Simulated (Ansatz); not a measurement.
# Run report: Si$_{5}$H$_{13}$Cl, nudged elastic band

Si$_{5}$H$_{13}$Cl, computed with RKS r2SCAN-D4/STO-3G (Ansatz 0.2.0).

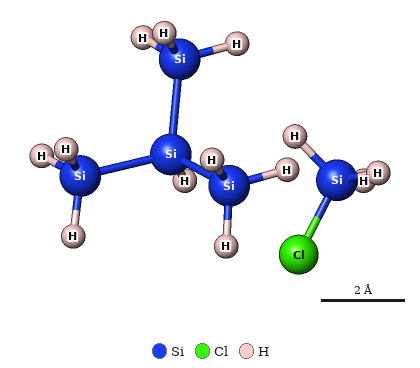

**Figure 1.** The starting structure (ball-and-stick view, seen at a tilt). Bond lengths as drawn: Cl–Si 2.06 Å, H–Si 1.48 to 1.49 Å and Si–Si 2.34 Å.

Summary:

```tsv
quantity	value
outcome	converged
barrier, forward	2.810 eV
barrier, backward	1.667 eV
dipole moment (one image of the band)	3.98 D
hardware	4 CPU threads, shared host
wall time	4 min (CPU time 15 min)
peak memory	1.2 GiB
```

The input:
```yaml
crystal:
  periodic: [false, false, false]
  atoms:
    - {symbol: Si, position_ang: [-0.820426, 2.891746, 1.904067]}
    - {symbol: Cl, position_ang: [-2.592335, 2.048757, 1.291139]}
    - {symbol: H, position_ang: [-0.827005, -0.747081, 1.163278]}
    - {symbol: Si, position_ang: [-0.038336, -0.923420, -0.089243]}
    - {symbol: Si, position_ang: [-0.584403, 0.735800, -1.642653]}
    - {symbol: Si, position_ang: [2.243002, -0.790562, 0.401439]}
    - {symbol: Si, position_ang: [-0.507480, -3.020278, -1.009418]}
    - {symbol: H, position_ang: [0.241393, 1.862848, 1.822497]}
    - {symbol: H, position_ang: [-0.508837, 4.032256, 1.013751]}
    - {symbol: H, position_ang: [-0.988175, 3.352031, 3.301279]}
    - {symbol: H, position_ang: [-0.217781, 2.087908, -1.139833]}
    - {symbol: H, position_ang: [-2.033096, 0.717415, -1.972478]}
    - {symbol: H, position_ang: [0.193009, 0.481835, -2.886697]}
    - {symbol: H, position_ang: [2.589871, 0.544521, 0.960510]}
    - {symbol: H, position_ang: [2.635973, -1.833677, 1.387035]}
    - {symbol: H, position_ang: [3.027695, -0.996704, -0.845899]}
    - {symbol: H, position_ang: [-1.951175, -3.137146, -1.349242]}
    - {symbol: H, position_ang: [-0.151285, -4.106153, -0.056474]}
    - {symbol: H, position_ang: [0.289391, -3.200097, -2.253059]}
basis:
  gaussian: {orbitals: STO-3G}
hamiltonian: {xc: r2scan, dispersion: d4}
neb:
  images: 3
  climbing: true
  max_iterations: 60
  initial_path: idpp
  f_tol: 0.1
  final_atoms:
    - {symbol: Si, position_ang: [-0.304539, 1.701139, 1.348064]}
    - {symbol: Cl, position_ang: [-3.486965, -0.407690, 2.530691]}
    - {symbol: H, position_ang: [-3.283190, -1.024743, 1.424185]}
    - {symbol: Si, position_ang: [0.380610, 0.097107, -0.208937]}
    - {symbol: Si, position_ang: [0.108510, 0.934692, -2.373023]}
    - {symbol: Si, position_ang: [2.634500, -0.414264, 0.136636]}
    - {symbol: Si, position_ang: [-0.847497, -1.878233, -0.020062]}
    - {symbol: H, position_ang: [0.604247, 2.875191, 1.240414]}
    - {symbol: H, position_ang: [-1.694067, 2.143421, 1.063600]}
    - {symbol: H, position_ang: [-0.226659, 1.156871, 2.728358]}
    - {symbol: H, position_ang: [0.887096, 2.191372, -2.538843]}
    - {symbol: H, position_ang: [-1.327337, 1.223629, -2.634982]}
    - {symbol: H, position_ang: [0.584968, -0.059171, -3.372571]}
    - {symbol: H, position_ang: [3.465845, 0.808530, -0.025767]}
    - {symbol: H, position_ang: [2.837012, -0.952820, 1.508477]}
    - {symbol: H, position_ang: [3.085522, -1.434498, -0.847979]}
    - {symbol: H, position_ang: [-2.300099, -1.612698, -0.253761]}
    - {symbol: H, position_ang: [-0.708053, -2.477708, 1.333577]}
    - {symbol: H, position_ang: [-0.409902, -2.870126, -1.038074]}
```

Command:
```bash
ansatz run in.yaml --threads 4 --pin off --events-out ev --progress --plain --max-ram 66560MiB --backend cpu
```

Output:
```
Functional definition: r2SCAN
  name "r2SCAN"
  cite "Furness, Kaplan, Ning, Perdew & Sun, J. Phys. Chem. Lett. 11, 8208 (2020) doi:10.1021/acs.jpclett.0c02405"
  cite "Furness, Kaplan, Ning, Perdew & Sun, J. Phys. Chem. Lett. 11, 9248 (2020) doi:10.1021/acs.jpclett.0c03077"
  parent r2scan
  parameter k0 = 0.174
  parameter k1 = 0.065
  parameter a1 = 4.9479
  exchange = r2scan_x(k0 = k0, k1 = k1, a1 = a1)
  correlation = r2scan_c
855 factors; integrals over basis functions are off by at most 1.3e-5 eV
mean field evaluation 1: about -51524.4079 eV, gradient 3.2e1 eV
mean field evaluation 2: about -51525.2601 eV, gradient 2.6e1 eV
mean field evaluation 4: about -51527.9647 eV, gradient 6.1e-1 eV
mean field evaluation 8: about -51527.8893 eV, gradient 3.5e-3 eV
mean field -51527.88928457 eV, -1893.6150043503 hartree, gradient 8.6e-6 eV, S^2 0.000000; 0 other end points of the search recorded, 0 dependent functions left out
the calculation of the forces begins
reference -51527.88929512 eV, -1893.6150047377 hartree; 50, 50 occupied and 17, 17 virtual orbitals, 855 factors
863 factors; integrals over basis functions are off by at most 3.2e-5 eV
mean field evaluation 16: about -51526.9609 eV, gradient 1.9e0 eV
mean field -51526.74070358 eV, -1893.5727947773 hartree, gradient 3.2e-5 eV, S^2 0.000000; 0 other end points of the search recorded, 0 dependent functions left out
[... from here on the field's lines of each further geometry are left out, up to the last ...]
WARN: NEB end point (image 0): max|allowed force component| = 1.636e0 eV/Å (the criterion of neb.relax_end_points is 2.000e-2). That is over neb.f_tol: it is no minimum, so the barrier can be far off. Relax it first
WARN: NEB end point (image 4): max|allowed force component| = 2.150e0 eV/Å (the criterion of neb.relax_end_points is 2.000e-2). That is over neb.f_tol: it is no minimum, so the barrier can be far off. Relax it first
NEB iter   1: max|band force component| = 3.918e0 eV/Å  barrier→ = 8.2647 eV  barrier← = 7.1219 eV  Δτ_max = 0.2000 Å  (120 SCF iters)
NEB iter   2: max|band force component| = 3.321e0 eV/Å  barrier→ = 6.7593 eV  barrier← = 5.6165 eV  Δτ_max = 0.2000 Å  (78 SCF iters)
NEB iter   3: max|band force component| = 3.666e0 eV/Å  barrier→ = 5.1958 eV  barrier← = 4.0529 eV  Δτ_max = 0.1012 Å  (72 SCF iters)
NEB iter   4: max|band force component| = 3.407e0 eV/Å  barrier→ = 4.3716 eV  barrier← = 3.2288 eV  Δτ_max = 0.2000 Å  (67 SCF iters)
NEB iter   5: max|band force component| = 1.643e0 eV/Å  barrier→ = 3.3696 eV  barrier← = 2.2268 eV  Δτ_max = 0.2000 Å  (63 SCF iters)
NEB iter   6: max|band force component| = 1.275e0 eV/Å  barrier→ = 2.7292 eV  barrier← = 1.5863 eV  Δτ_max = 0.2000 Å  (65 SCF iters)
NEB iter   7: max|band force component| = 1.985e0 eV/Å  barrier→ = 2.3197 eV  barrier← = 1.1768 eV  Δτ_max = 0.1009 Å  (63 SCF iters)
NEB iter   8: max|band force component| = 4.352e-1 eV/Å  barrier→ = 1.9929 eV  barrier← = 0.8501 eV  CI = image 2  Δτ_max = 0.2000 Å  (64 SCF iters)
NEB iter   9: max|band force component| = 4.010e-1 eV/Å  barrier→ = 1.8716 eV  barrier← = 0.7288 eV  CI = image 2  Δτ_max = 0.2000 Å  (60 SCF iters)
NEB iter  10: max|band force component| = 3.371e-1 eV/Å  barrier→ = 1.7373 eV  barrier← = 0.5945 eV  CI = image 2  Δτ_max = 0.2000 Å  (61 SCF iters)
NEB iter  11: max|band force component| = 5.756e-1 eV/Å  barrier→ = 1.7112 eV  barrier← = 0.5684 eV  CI = image 2  Δτ_max = 0.1009 Å  (65 SCF iters)
NEB iter  12: max|band force component| = 7.781e-1 eV/Å  barrier→ = 1.7727 eV  barrier← = 0.6299 eV  CI = image 2  Δτ_max = 0.1997 Å  (63 SCF iters)
NEB iter  13: max|band force component| = 1.258e0 eV/Å  barrier→ = 1.8812 eV  barrier← = 0.7384 eV  CI = image 2  Δτ_max = 0.1992 Å  (67 SCF iters)
NEB iter  14: max|band force component| = 1.422e0 eV/Å  barrier→ = 1.9977 eV  barrier← = 0.8549 eV  CI = image 2  Δτ_max = 0.2000 Å  (67 SCF iters)
NEB iter  15: max|band force component| = 1.636e0 eV/Å  barrier→ = 2.0559 eV  barrier← = 0.9130 eV  CI = image 2  Δτ_max = 0.1993 Å  (66 SCF iters)
NEB iter  16: max|band force component| = 1.713e0 eV/Å  barrier→ = 2.1290 eV  barrier← = 0.9862 eV  CI = image 2  Δτ_max = 0.2000 Å  (65 SCF iters)
NEB iter  17: max|band force component| = 1.830e0 eV/Å  barrier→ = 2.1850 eV  barrier← = 1.0421 eV  CI = image 2  Δτ_max = 0.2000 Å  (65 SCF iters)
NEB iter  18: max|band force component| = 1.920e0 eV/Å  barrier→ = 2.2921 eV  barrier← = 1.1493 eV  CI = image 2  Δτ_max = 0.2000 Å  (65 SCF iters)
NEB iter  19: max|band force component| = 1.855e0 eV/Å  barrier→ = 2.5050 eV  barrier← = 1.3621 eV  CI = image 2  Δτ_max = 0.2000 Å  (65 SCF iters)
NEB iter  20: max|band force component| = 1.547e0 eV/Å  barrier→ = 2.9547 eV  barrier← = 1.8119 eV  CI = image 2  Δτ_max = 0.1994 Å  (64 SCF iters)
NEB iter  21: max|band force component| = 9.248e-1 eV/Å  barrier→ = 2.9677 eV  barrier← = 1.8249 eV  CI = image 2  Δτ_max = 0.0265 Å  (67 SCF iters)
NEB iter  22: max|band force component| = 8.037e-1 eV/Å  barrier→ = 2.9776 eV  barrier← = 1.8347 eV  CI = image 2  Δτ_max = 0.0132 Å  (52 SCF iters)
NEB iter  23: max|band force component| = 7.710e-1 eV/Å  barrier→ = 2.9695 eV  barrier← = 1.8267 eV  CI = image 2  Δτ_max = 0.0264 Å  (56 SCF iters)
NEB iter  24: max|band force component| = 7.107e-1 eV/Å  barrier→ = 2.9499 eV  barrier← = 1.8071 eV  CI = image 2  Δτ_max = 0.0528 Å  (58 SCF iters)
NEB iter  25: max|band force component| = 6.063e-1 eV/Å  barrier→ = 2.9177 eV  barrier← = 1.7748 eV  CI = image 2  Δτ_max = 0.1054 Å  (58 SCF iters)
NEB iter  26: max|band force component| = 4.263e-1 eV/Å  barrier→ = 2.8727 eV  barrier← = 1.7299 eV  CI = image 2  Δτ_max = 0.1998 Å  (61 SCF iters)
NEB iter  27: max|band force component| = 1.713e-1 eV/Å  barrier→ = 2.8318 eV  barrier← = 1.6890 eV  CI = image 2  Δτ_max = 0.1428 Å  (64 SCF iters)
NEB iter  28: max|band force component| = 3.308e-1 eV/Å  barrier→ = 2.8254 eV  barrier← = 1.6826 eV  CI = image 2  Δτ_max = 0.0715 Å  (61 SCF iters)
NEB iter  29: max|band force component| = 1.646e-1 eV/Å  barrier→ = 2.8122 eV  barrier← = 1.6694 eV  CI = image 2  Δτ_max = 0.0717 Å  (63 SCF iters)
NEB iter  30: max|band force component| = 1.119e-1 eV/Å  barrier→ = 2.8139 eV  barrier← = 1.6711 eV  CI = image 2  Δτ_max = 0.0715 Å  (64 SCF iters)
the calculation of the forces begins
reference -51525.30514200 eV, -1893.5200388625 hartree; 50, 50 occupied and 17, 17 virtual orbitals, 860 factors
these checks for a lower state are left out or cut short: stability, starts, cluster_reference, orbital_swaps, neighbouring_geometries, increment
864 factors; integrals over basis functions are off by at most 2.3e-5 eV
mean field -51525.21399418 eV, -1893.5166892418 hartree, gradient 1.1e-6 eV, S^2 0.000000; 0 other end points of the search recorded, 0 dependent functions left out
the calculation of the forces begins
reference -51525.21400380 eV, -1893.5166895953 hartree; 50, 50 occupied and 17, 17 virtual orbitals, 864 factors
NEB iter  31: max|band force component| = 9.820e-2 eV/Å  barrier→ = 2.8103 eV  barrier← = 1.6674 eV  CI = image 2  CI's point: of a kind that is not told: the force calls were inconclusive, a negative curvature could not be distinguished from the path's own, the only one lies far off the path, or fixed occupations may fill a level only in part  Δτ_max = 0.0000 Å  (743 SCF iters)
```

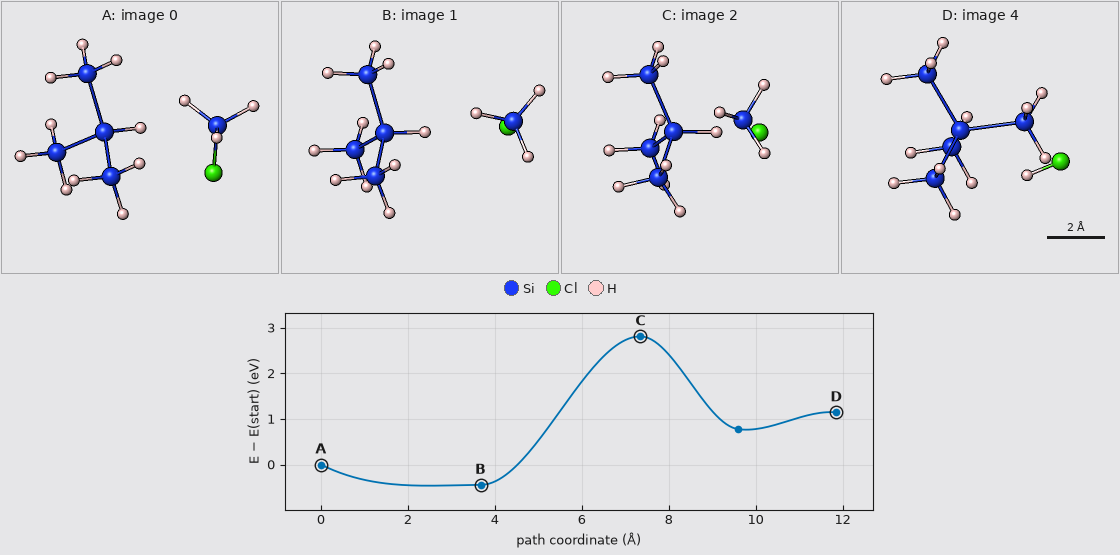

**Figure 2.** Images of the last band (counted from 0; ball-and-stick, seen at a tilt) above the energy along the path; the line is a cubic interpolation that uses the forces. The highest image is number 2, 2.810 eV above the start and 1.667 eV above the end (the climbing image); the end lies 1.143 eV above the start. The path is 11.86 Å long. The band converged in 31 iterations. The end points carry forces over 0.1 eV/Å, so they aren't fully relaxed minima and the barriers are approximate.

```
WARN: NEB end point (image 4): the path dips 0.368263 eV below it before the top, so the barrier from the dip is that much higher. The path crosses a lower well, or the end point is a saddle point, which neb.relax_end_points tests for
Total energy: -51525.23743391 eV, -1893.5175506358 hartree
Atom 0 at    -0.637240     1.636586     1.594764 Å, force     0.081364     0.009925     0.007098 eV/Å
Atom 1 at    -2.379714    -0.069878     2.192781 Å, force    -0.093965    -0.017056     0.019099 eV/Å
Atom 2 at    -1.149373    -0.090156     0.996912 Å, force     0.097545     0.008788    -0.036846 eV/Å
Atom 3 at     0.025304    -0.229888    -0.169642 Å, force    -0.008122    -0.012620     0.038711 eV/Å
Atom 4 at    -0.095417     1.107388    -1.983002 Å, force    -0.009425    -0.000926    -0.015230 eV/Å
Atom 5 at     2.141840    -0.575887     0.533213 Å, force    -0.006064    -0.000854     0.002189 eV/Å
Atom 6 at    -0.856331    -2.250298    -0.703047 Å, force    -0.016638    -0.003204    -0.010855 eV/Å
Atom 7 at     0.550390     2.202751     0.962592 Å, force    -0.028619     0.028009     0.009979 eV/Å
Atom 8 at    -1.706138     2.530138     1.207477 Å, force    -0.020207    -0.011110     0.001557 eV/Å
Atom 9 at    -0.275758     1.608411     2.996877 Å, force     0.000523    -0.006521    -0.018842 eV/Å
Atom 10 at     0.675492     2.316344    -1.795591 Å, force    -0.001320     0.000628     0.001427 eV/Å
Atom 11 at    -1.466185     1.482313    -2.251598 Å, force     0.000418     0.000293    -0.000445 eV/Å
Atom 12 at     0.419395     0.421362    -3.147774 Å, force     0.002099    -0.002104     0.004375 eV/Å
Atom 13 at     2.777900     0.659366     0.934024 Å, force     0.000662     0.001633    -0.003444 eV/Å
Atom 14 at     2.162012    -1.482518     1.659813 Å, force     0.001438     0.003332     0.000803 eV/Å
Atom 15 at     2.929098    -1.162332    -0.529107 Å, force    -0.000482    -0.001713    -0.000927 eV/Å
Atom 16 at    -2.215980    -2.119745    -1.176440 Å, force     0.003165     0.008097     0.002147 eV/Å
Atom 17 at    -0.836571    -3.139522     0.436306 Å, force     0.003216     0.003643     0.000427 eV/Å
Atom 18 at    -0.062723    -2.844437    -1.758558 Å, force    -0.005589    -0.008240    -0.001224 eV/Å
Dipole moment:     0.636403     0.178903    -0.500533 e Å
```

The last band as extended XYZ (Å, eV, eV/Å):
```
19
Properties=species:S:1:pos:R:3:forces:R:3 image=0 energy=-51528.04769
Si   -0.8204    2.8917    1.9041    1.6363   0.8069   0.6185
Cl   -2.5923    2.0488    1.2911   -0.9517  -0.4592  -0.3334
H    -0.8270   -0.7471    1.1633    0.5038  -0.0960  -0.7931
Si   -0.0383   -0.9234   -0.0892    0.2653  -0.1026  -0.4286
Si   -0.5844    0.7358   -1.6427    0.1342  -0.3495   0.3035
Si    2.2430   -0.7906    0.4014   -0.4813  -0.0348  -0.0666
Si   -0.5075   -3.0203   -1.0094    0.0711   0.4366   0.2236
H     0.2414    1.8628    1.8225   -0.5975   0.5559   0.0394
H    -0.5088    4.0323    1.0138   -0.1798  -0.6101   0.4787
H    -0.9882    3.3520    3.3013    0.0858  -0.2499  -0.7578
H    -0.2178    2.0879   -1.1398   -0.2646  -0.8661  -0.3950
H    -2.0331    0.7174   -1.9725    0.9404   0.0737   0.1460
H     0.1930    0.4818   -2.8867   -0.5628   0.2549   0.7762
H     2.5899    0.5445    0.9605   -0.1403  -0.8924  -0.3586
H     2.6360   -1.8337    1.3870   -0.1686   0.7102  -0.6430
H     3.0277   -0.9967   -0.8459   -0.4312   0.1495   0.8743
H    -1.9512   -3.1371   -1.3492    0.9555  -0.0040   0.1896
H    -0.1513   -4.1062   -0.0565   -0.2537   0.6484  -0.6805
H     0.2894   -3.2001   -2.2531   -0.5609   0.0285   0.8068
19
Properties=species:S:1:pos:R:3:forces:R:3 image=1 energy=-51528.49500
Si   -1.1783    2.7209    2.5124   -0.0043   0.0129   0.0080
Cl   -2.2098    0.9308    2.9093   -0.0016  -0.0012   0.0049
H    -0.6790   -0.1957    0.6043    0.0131   0.0071  -0.0025
Si    0.1255   -0.7263   -0.4788   -0.0030   0.0068  -0.0027
Si   -0.0544    0.7080   -2.2067   -0.0111  -0.0104   0.0056
Si    2.2533   -0.8354    0.2524   -0.0079  -0.0076   0.0110
Si   -0.6952   -2.7604   -0.9882    0.0146  -0.0017  -0.0127
H    -0.0740    2.4133    1.6297    0.0004  -0.0057   0.0018
H    -2.1056    3.6356    1.8825    0.0021   0.0000  -0.0001
H    -0.7042    3.2465    3.7744    0.0012   0.0019  -0.0055
H     0.4681    2.0119   -1.8594   -0.0035   0.0022  -0.0011
H    -1.4326    0.8847   -2.6091    0.0017   0.0019  -0.0040
H     0.6807    0.2424   -3.3620    0.0015   0.0000  -0.0003
H     2.7387    0.4709    0.6415    0.0007   0.0001   0.0006
H     2.3783   -1.7073    1.3997    0.0026  -0.0018   0.0014
H     3.1404   -1.3368   -0.7742   -0.0033   0.0002  -0.0024
H    -2.0716   -2.6780   -1.4251    0.0004  -0.0006  -0.0008
H    -0.6442   -3.6490    0.1519    0.0008  -0.0007  -0.0019
H     0.0638   -3.3761   -2.0548   -0.0044  -0.0034   0.0007
19
Properties=species:S:1:pos:R:3:forces:R:3 image=2 energy=-51525.23742
Si   -0.6372    1.6366    1.5948    0.0814   0.0099   0.0071
Cl   -2.3797   -0.0699    2.1928   -0.0940  -0.0171   0.0191
H    -1.1494   -0.0902    0.9969    0.0975   0.0088  -0.0368
Si    0.0253   -0.2299   -0.1696   -0.0081  -0.0126   0.0387
Si   -0.0954    1.1074   -1.9830   -0.0094  -0.0009  -0.0152
Si    2.1418   -0.5759    0.5332   -0.0061  -0.0009   0.0022
Si   -0.8563   -2.2503   -0.7030   -0.0166  -0.0032  -0.0109
H     0.5504    2.2028    0.9626   -0.0286   0.0280   0.0100
H    -1.7061    2.5301    1.2075   -0.0202  -0.0111   0.0016
H    -0.2758    1.6084    2.9969    0.0005  -0.0065  -0.0188
H     0.6755    2.3163   -1.7956   -0.0013   0.0006   0.0014
H    -1.4662    1.4823   -2.2516    0.0004   0.0003  -0.0004
H     0.4194    0.4214   -3.1478    0.0021  -0.0021   0.0044
H     2.7779    0.6594    0.9340    0.0007   0.0016  -0.0034
H     2.1620   -1.4825    1.6598    0.0014   0.0033   0.0008
H     2.9291   -1.1623   -0.5291   -0.0005  -0.0017  -0.0009
H    -2.2160   -2.1197   -1.1764    0.0032   0.0081   0.0021
H    -0.8366   -3.1395    0.4363    0.0032   0.0036   0.0004
H    -0.0627   -2.8444   -1.7586   -0.0056  -0.0082  -0.0012
19
Properties=species:S:1:pos:R:3:forces:R:3 image=3 energy=-51527.27311
Si   -0.4490    1.5721    1.3149    0.0126  -0.0139  -0.0272
Cl   -3.0527   -0.7856    2.4302   -0.0234  -0.0340  -0.0013
H    -1.9949   -0.3967    1.6932   -0.0837  -0.0361   0.0563
Si    0.2169    0.0270   -0.2002    0.0254   0.0151   0.0119
Si    0.2441    1.1322   -2.1646    0.0202   0.0015  -0.0099
Si    2.2948   -0.5829    0.4295    0.0112   0.0046  -0.0265
Si   -0.9636   -1.8756   -0.5183   -0.0105   0.0260   0.0239
H     0.4522    2.6944    1.1748   -0.0059   0.0302   0.0167
H    -1.7901    2.0670    1.0909   -0.0090  -0.0268  -0.0025
H    -0.3565    1.1248    2.6883   -0.0131  -0.0307  -0.0140
H     1.0590    2.3239   -2.0788    0.0163   0.0003  -0.0219
H    -1.0951    1.5453   -2.5256    0.0143  -0.0044  -0.0115
H     0.7564    0.3106   -3.2382    0.0145  -0.0020  -0.0167
H     3.0726    0.5638    0.8441    0.0215   0.0005  -0.0160
H     2.2325   -1.4966    1.5499    0.0123   0.0064  -0.0066
H     3.0065   -1.2462   -0.6402    0.0156  -0.0067  -0.0061
H    -2.3299   -1.6328   -0.9258   -0.0036   0.0308   0.0204
H    -0.9850   -2.7230    0.6535   -0.0017   0.0234   0.0209
H    -0.3181   -2.6216   -1.5774   -0.0131   0.0158   0.0100
19
Properties=species:S:1:pos:R:3:forces:R:3 image=4 energy=-51526.90485
Si   -0.4715    1.4521    1.5726    0.2745  -0.2432  -0.4097
Cl   -3.6713   -0.8803    2.1156   -0.6134   0.7566   2.1321
H    -3.3557   -1.3043    0.9464    0.6039  -0.7724  -2.1501
Si    0.3934    0.1370   -0.1563    0.0970  -0.0106  -0.0548
Si    0.2762    1.3117   -2.1725    0.0203  -0.2302   0.4138
Si    2.6259   -0.3821    0.2990   -0.4580   0.1231  -0.0909
Si   -0.7812   -1.8651   -0.3969    0.1520   0.4017  -0.0032
H     0.4044    2.6446    1.7359   -0.6476  -0.7448  -0.0179
H    -1.8460    1.9091    1.2422    0.8604  -0.2472   0.2891
H    -0.4917    0.6911    2.8486   -0.0275   0.5550  -0.7640
H     1.0246    2.5928   -2.0645   -0.5093  -0.8089  -0.1644
H    -1.1414    1.6129   -2.5096    0.9475  -0.1506   0.1343
H     0.8667    0.5036   -3.2734   -0.4046   0.5951   0.6524
H     3.4277    0.8660    0.4095   -0.4323  -0.8646  -0.0530
H     2.7304   -1.1338    1.5785    0.0285   0.4806  -0.8382
H     3.1907   -1.2192   -0.7937   -0.2815   0.5405   0.7549
H    -2.2170   -1.5919   -0.7115    0.8824  -0.2641   0.2585
H    -0.7361   -2.6750    0.8493   -0.0840   0.4437  -0.8363
H    -0.2279   -2.6690   -1.5191   -0.4083   0.4403   0.7474
```
